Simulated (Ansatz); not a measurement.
BaZrO3 (cubic perovskite)

```yaml
crystal:
  lattice:
    - [4.20507, 0.00000, 0.00000]
    - [0.00000, 4.20507, 0.00000]
    - [0.00000, 0.00000, 4.20507]
  atoms:
    - { symbol: Ba, position: [0.00000, 0.00000, 0.00000] }
    - { symbol: Zr, position: [0.50000, 0.50000, 0.50000] }
    - { symbol: O, position: [0.50000, 0.00000, 0.50000] }
    - { symbol: O, position: [0.00000, 0.50000, 0.50000] }
    - { symbol: O, position: [0.50000, 0.50000, 0.00000] }
```

The volume is varied about the relaxed value V₀ at fixed cell shape. Symmetry pins the atoms to their sites.

Method: r2SCAN (plane waves to 500 eV, PAW, scalar-relativistic; Ansatz, a first-principles code). k mesh 8×8×8 (Γ-centred), Fermi-Dirac smearing 0.05 eV. E stands for the smeared free energy. Compression counts positive. BaZrO3 is run without spin polarisation. BaZrO3 was relaxed with its symmetry unable to fall. The zero of ΔE is the relaxed starting cell.

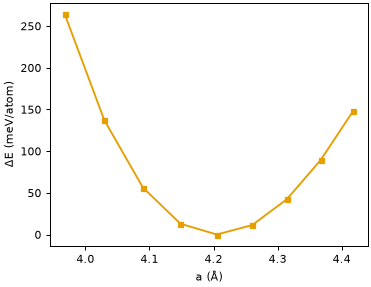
*ΔE (meV/atom) against a (Å); markers are the computed points, lines only join them.*

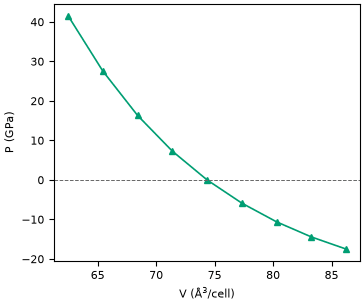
Fig. 1. P (GPa) against V (Å³/cell); computed points joined by lines.

The pressure for 5 % compression (fit) comes out as 9.4 GPa, the energy cost of the largest expansion comes out as 148.6 meV/atom and the bulk modulus B₀ (third-order Birch-Murnaghan fit) is 163 GPa. The pressure at the smallest volume comes out as 41.6 GPa and the pressure derivative B₀′ (fit) comes out as 4.4.

P = (3B₀/2)(x⁷ − x⁵)[1 + ¾(B₀′ − 4)(x² − 1)] with x = (1/0.95)^(1/3), B₀ = 163 GPa and B₀′ = 4.36.

(Under strain, the slope of the energy per volume gives the stress and its curvature an elastic modulus.)
